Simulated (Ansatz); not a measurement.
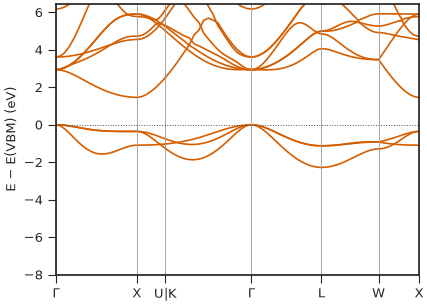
*Band structure from PBEsol (plane waves, PAW; program Ansatz)*

Q: Read off the gap and where the band edges lie.

A: About 1.5 eV (1.46 eV by a search for the band edges); maximum at Γ, minimum at X.

The material is BaTe (rock salt, space group No. 225).

Space group Fm-3m (rock salt). The PBEsol relaxation kept the symmetry of its start. Spin–orbit coupling is left out wherever it is not named.

Potentials: the later of the program's two PAW sets.
